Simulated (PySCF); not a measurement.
Vertical excitations of a molecule C3H7NSi2 from TDA-PBE/def2-SVPD (PySCF), as energy in eV (oscillator strength): 3.15 (0.000), 4.31 (0.000), 4.61 (0.000), 4.82 (0.080), 5.19 (0.051), 5.27 (0.026), 5.62 (0.091), 5.71 (0.228), 5.72 (0.000), 5.75 (0.000). Lowest triplet (TDA): 2.75 eV. Coordinates come from a r2SCAN-D4/def2-SVP optimisation. One conformer was computed; it need not be the lowest.

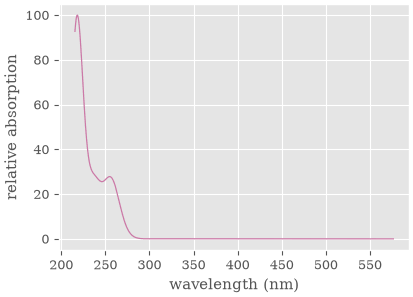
*The lines broadened by 0.4 eV.*

Q: Which structure fits?
A. C#C[SiH2]/N=C\[SiH3]
B. C=C1N=C[SiH2][SiH2]1
C. [SiH3]C#C/C=N/[SiH3]
D. C#C[C@H]1N[SiH2][SiH2]1

A: B, C=C1N=C[SiH2][SiH2]1
